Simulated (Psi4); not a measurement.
**BP2H5: interaction calculation (part 2 of 2)**

The same run, continued: BP2H5; SSAPT0/heavy-aug-cc-pVDZ, RHF (Psi4 1.11). 

Geometry of the input (Å):
```
B  0.0000  0.0000  -0.6162
H  0.0000  0.0000  0.6162
P  4.2127  4.1249  -1.8233
P  4.0853  3.8051  -4.0237
H  5.5285  3.5932  -1.7325
H  4.7053  5.4524  -1.9540
H  2.7662  4.3284  -4.1143
H  3.6013  2.4746  -3.8921
```

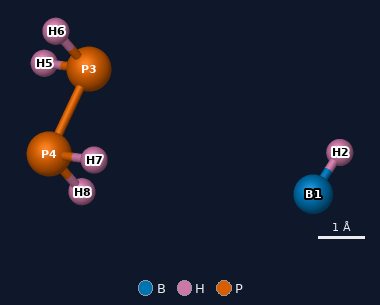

**Figure 1.** The structure (ball-and-stick view, seen at a tilt; atoms are numbered from 1 in the order of the input).

### What the program printed, continued
```
 ------------------------------------------------------------------------------------
     Multipole            Electronic (a.u.)      Nuclear  (a.u.)        Total (a.u.)
 ------------------------------------------------------------------------------------

 L = 1.  Multiply by 2.5417464519 to convert [e a0] to [Debye]
 Dipole X            :          0.0000451            0.0000000            0.0000451
 Dipole Y            :          0.0000395            0.0000000            0.0000395
 Dipole Z            :          5.3497892           -4.6577970            0.6919922
 Magnitude           :                                                    0.6919922

 ------------------------------------------------------------------------------------

	total time  =          1 seconds =       0.02 minutes

  //>>>>>>>>>>>>>>>>>>>>>>>>>>>>>>>>>>>//
  //            Monomer B HF           //
  //<<<<<<<<<<<<<<<<<<<<<<<<<<<<<<<<<<<//

  ==> Geometry <==

    Molecular point group: c1
    Full point group: C1

    Geometry (in Angstrom), charge = 0, multiplicity = 1:

       Center              X                  Y                   Z               Mass
    ------------   -----------------  -----------------  -----------------  -----------------
      Gh(B)           0.000000000000     0.000000000000    -0.616200000000    11.009305360000
      Gh(H)           0.000000000000     0.000000000000     0.616200000000     1.007825032230
         P            4.212730000000     4.124870000000    -1.823340000000    30.973761998420
         P            4.085320000000     3.805120000000    -4.023750000000    30.973761998420
         H            5.528470000000     3.593190000000    -1.732500000000     1.007825032230
         H            4.705320000000     5.452430000000    -1.953950000000     1.007825032230
         H            2.766250000000     4.328410000000    -4.114250000000     1.007825032230
         H            3.601330000000     2.474560000000    -3.892090000000     1.007825032230

  Running in c1 symmetry.

  Rotational constants: A =      0.19890  B =      0.00613  C =      0.00596 [cm^-1]
  Rotational constants: A =   5963.01655  B =    183.66386  C =    178.69828 [MHz]
  Nuclear repulsion =   88.618876704746086

  Charge       = 0
  Multiplicity = 1
  Electrons    = 34
  Nalpha       = 17
  Nbeta        = 17

  ==> Iterations <==

                           Total Energy        Delta E     RMS |[F,P]|

   @DF-RHF iter SAD:  -683.36386501408981   -6.83364e+02   0.00000e+00
   @DF-RHF iter   1:  -683.75507316595360   -3.91208e-01   1.78691e-03 DIIS/ADIIS
   @DF-RHF iter   2:  -683.79131287599546   -3.62397e-02   5.25047e-04 DIIS/ADIIS
   @DF-RHF iter   3:  -683.79499887673876   -3.68600e-03   1.82906e-04 DIIS/ADIIS
   @DF-RHF iter   4:  -683.79565544517152   -6.56568e-04   4.09734e-05 DIIS
   @DF-RHF iter   5:  -683.79568627893445   -3.08338e-05   9.69802e-06 DIIS
   @DF-RHF iter   6:  -683.79568831945983   -2.04053e-06   1.69409e-06 DIIS
   @DF-RHF iter   7:  -683.79568838484738   -6.53876e-08   3.15646e-07 DIIS
   @DF-RHF iter   8:  -683.79568838697833   -2.13095e-09   6.22644e-08 DIIS
   @DF-RHF iter   9:  -683.79568838707382   -9.54969e-11   1.24519e-08 DIIS
   @DF-RHF iter  10:  -683.79568838707780   -3.97904e-12   2.68569e-09 DIIS
  Energy and wave function converged.

  ==> Post-Iterations <==

    Orbital Energies [Eh]
    ---------------------

    Doubly Occupied:

       1A    -79.959795     2A    -79.959774     3A     -7.501299
       4A     -7.501192     5A     -5.394814     6A     -5.394725
       7A     -5.394684     8A     -5.394528     9A     -5.393283
      10A     -5.393193    11A     -0.908187    12A     -0.780187
      13A     -0.552034    14A     -0.495890    15A     -0.457375
      16A     -0.449424    17A     -0.341245

    Virtual:

      18A      0.039504    19A      0.049487    20A      0.055745
      21A      0.057741    22A      0.064624    23A      0.088840
      24A      0.092612    25A      0.100663    26A      0.103582
      27A      0.121108    28A      0.133412    29A      0.154835
      30A      0.163707    31A      0.168443    32A      0.192842
      33A      0.220560    34A      0.233857    35A      0.274143
      36A      0.280427    37A      0.286344    38A      0.288410
      39A      0.289694    40A      0.301440    41A      0.305082
      42A      0.307132    43A      0.308264    44A      0.312699
      45A      0.328879    46A      0.342486    47A      0.355033
      48A      0.395672    49A      0.400618    50A      0.407374
      51A      0.464112    52A      0.467341    53A      0.471381
      54A      0.492109    55A      0.673464    56A      0.690875
      57A      0.720303    58A      0.751629    59A      0.778816
      60A      0.786253    61A      0.788741    62A      0.847108
      63A      0.861367    64A      0.867942    65A      0.875464
      66A      0.896048    67A      0.916970    68A      0.927509
      69A      0.939623    70A      1.005291    71A      1.021284
      72A      1.098660    73A      1.125839    74A      1.241096
      75A      1.261235    76A      1.267510    77A      1.302156
      78A      1.349208    79A      1.361891    80A      1.368084
      81A      1.370773    82A      1.385472    83A      1.466153
      84A      1.636154    85A      1.638796    86A      1.668594
      87A      1.677342    88A      1.708291    89A      1.791708
      90A      1.897691    91A      1.933443    92A      1.949516
      93A      2.054181    94A      2.126279    95A      2.222158
      96A      2.222434    97A      2.317413    98A      2.318421
      99A      2.329660   100A      2.359495   101A      3.531305
     102A     12.197039

    Final Occupation by Irrep:
              A
    DOCC [    17 ]
    NA   [    17 ]
    NB   [    17 ]

  @DF-RHF Final Energy:  -683.79568838707780

   => Energetics <=

    Nuclear Repulsion Energy =             88.6188767047460857
    One-Electron Energy =               -1122.2858745423595792
    Two-Electron Energy =                 349.8713094505357617
    Total Energy =                       -683.7956883870776892

Computation Completed

Properties will be evaluated at   0.000000,   0.000000,   0.000000 [a0]

Properties computed using the SCF density matrix

 Multipole Moments:

 ------------------------------------------------------------------------------------
     Multipole            Electronic (a.u.)      Nuclear  (a.u.)        Total (a.u.)
 ------------------------------------------------------------------------------------

 L = 1.  Multiply by 2.5417464519 to convert [e a0] to [Debye]
 Dipole X            :       -266.5872371          266.5876707            0.0004336
 Dipole Y            :       -254.7332711          254.7321337           -0.0011374
 Dipole Z            :        187.8371387         -187.8371517           -0.0000130
 Magnitude           :                                                    0.0012173

 ------------------------------------------------------------------------------------

	total time  =          1 seconds =       0.02 minutes
  Constructing Basis Sets for SAPT...

   => Loading Basis Set <=

    Name: (HEAVY-AUG-CC-PVDZ AUX)
    Role: RIFIT
    Keyword: DF_BASIS_SAPT

   => Loading Basis Set <=

    Name: (HEAVY-AUG-CC-PVDZ AUX)
    Role: JKFIT
    Keyword: DF_BASIS_ELST

  //>>>>>>>>>>>>>>>>>>>>>>>>>>>>>>>>>>>//
  //               SSAPT0              //
  //<<<<<<<<<<<<<<<<<<<<<<<<<<<<<<<<<<<//

        SAPT0
     6 June 2009

      Orbital Information
  --------------------------
    NSO        =       102
    NMO        =       102
    NRI        =       326
    NRI (Elst) =       457
    NOCC A     =         3
    NOCC B     =        17
    FOCC A     =         1
    FOCC B     =        10
    NVIR A     =        99
    NVIR B     =        85

    Elst10,r            =    -0.000254575499 [Eh]
    Exch10              =     0.000006229374 [Eh]
    Exch10 (S^2)        =     0.000006229282 [Eh]

    Maxiter = 50
    CPHF R converge = 1.000000E-08

    Iter     Energy [mEh]          dE [mEh]         Residual      Time [s]
       1      -0.00265499       0.002654988     2.165173e-04             0
       2      -0.00347917       0.000824185     6.476494e-05             0
       3      -0.00341161      -0.000067566     3.023290e-05             0
       4      -0.00344198       0.000030377     6.584190e-06             0
       5      -0.00343867      -0.000003317     1.240746e-06             0
       6      -0.00343904       0.000000372     2.218192e-07             0
       7      -0.00343900      -0.000000039     3.076877e-08             0
       8      -0.00343900       0.000000004     4.531937e-09             0

    CHF Iterations converged

    Maxiter = 50
    CPHF R converge = 1.000000E-08

    Iter     Energy [mEh]          dE [mEh]         Residual      Time [s]
       1      -0.01084053       0.010840532     6.238182e-04             0
       2      -0.01270908       0.001868550     2.461834e-04             0
       3      -0.01365225       0.000943170     5.451530e-05             0
       4      -0.01357339      -0.000078861     1.933250e-05             0
       5      -0.01355566      -0.000017730     5.245828e-06             0
       6      -0.01356242       0.000006762     1.290771e-06             0
       7      -0.01356273       0.000000305     3.178721e-07             0
       8      -0.01356244      -0.000000291     8.581436e-08             0
       9      -0.01356245       0.000000016     2.201072e-08             0
      10      -0.01356247       0.000000017     4.544404e-09             0

    CHF Iterations converged

    Ind20,r (A<-B)      =    -0.000003439003 [Eh]
    Ind20,r (B<-A)      =    -0.000013562469 [Eh]
    Ind20,r             =    -0.000017001472 [Eh]
    Exch-Ind20,r (A<-B) =     0.000001331793 [Eh]
    Exch-Ind20,r (B<-A) =     0.000000156690 [Eh]
    Exch-Ind20,r        =     0.000001488484 [Eh]
    Disp20              =    -0.000162547190 [Eh]
    Disp20 (SS)         =    -0.000081273595 [Eh]
    Disp20 (OS)         =    -0.000081273595 [Eh]
    Exch-Disp20         =     0.000001161036 [Eh]
    Exch-Disp20 (SS)    =     0.000000790264 [Eh]
    Exch-Disp20 (OS)    =     0.000000370772 [Eh]

    SAPT Results
  --------------------------------------------------------------------------------------------------------
    Electrostatics                 -0.25457550 [mEh]      -0.15974854 [kcal/mol]      -0.66838788 [kJ/mol]
      Elst10,r                     -0.25457550 [mEh]      -0.15974854 [kcal/mol]      -0.66838788 [kJ/mol]

    Exchange                        0.00622937 [mEh]       0.00390899 [kcal/mol]       0.01635522 [kJ/mol]
      Exch10                        0.00622937 [mEh]       0.00390899 [kcal/mol]       0.01635522 [kJ/mol]
      Exch10(S^2)                   0.00622928 [mEh]       0.00390893 [kcal/mol]       0.01635498 [kJ/mol]

    Induction                      -0.01636226 [mEh]      -0.01026748 [kcal/mol]      -0.04295912 [kJ/mol]
      Ind20,r                      -0.01700147 [mEh]      -0.01066858 [kcal/mol]      -0.04463736 [kJ/mol]
      Exch-Ind20,r                  0.00148848 [mEh]       0.00093404 [kcal/mol]       0.00390801 [kJ/mol]
      delta HF,r (2)               -0.00084928 [mEh]      -0.00053293 [kcal/mol]      -0.00222977 [kJ/mol]

    Dispersion                     -0.16138615 [mEh]      -0.10127134 [kcal/mol]      -0.42371929 [kJ/mol]
      Disp20                       -0.16254719 [mEh]      -0.10199990 [kcal/mol]      -0.42676759 [kJ/mol]
      Exch-Disp20                   0.00116104 [mEh]       0.00072856 [kcal/mol]       0.00304830 [kJ/mol]
      Disp20 (SS)                  -0.08127360 [mEh]      -0.05099995 [kcal/mol]      -0.21338379 [kJ/mol]
      Disp20 (OS)                  -0.08127360 [mEh]      -0.05099995 [kcal/mol]      -0.21338379 [kJ/mol]
      Exch-Disp20 (SS)              0.00079026 [mEh]       0.00049590 [kcal/mol]       0.00207484 [kJ/mol]
      Exch-Disp20 (OS)              0.00037077 [mEh]       0.00023266 [kcal/mol]       0.00097346 [kJ/mol]

  Total HF                         -0.26470839 [mEh]      -0.16610702 [kcal/mol]      -0.69499178 [kJ/mol]
  Total SAPT0                      -0.42609454 [mEh]      -0.26737836 [kcal/mol]      -1.11871107 [kJ/mol]

  Special recipe for scaled SAPT0 (see Manual):
    Electrostatics sSAPT0          -0.25457550 [mEh]      -0.15974854 [kcal/mol]      -0.66838788 [kJ/mol]
    Exchange sSAPT0                 0.00622937 [mEh]       0.00390899 [kcal/mol]       0.01635522 [kJ/mol]
    Induction sSAPT0               -0.01636226 [mEh]      -0.01026748 [kcal/mol]      -0.04295912 [kJ/mol]
    Dispersion sSAPT0              -0.16138615 [mEh]      -0.10127134 [kcal/mol]      -0.42371929 [kJ/mol]
  Total sSAPT0                     -0.42609454 [mEh]      -0.26737836 [kcal/mol]      -1.11871107 [kJ/mol]
  --------------------------------------------------------------------------------------------------------

	total time  =          2 seconds =       0.03 minutes

Warning! ssapt0 does not have an associated derived wavefunction. The returned wavefunction is the dimer SCF wavefunction.

    Psi4 run time: 0:00:06.31

[set-up sections that repeat, and orbital energies of the middle runs, are left out above]
```
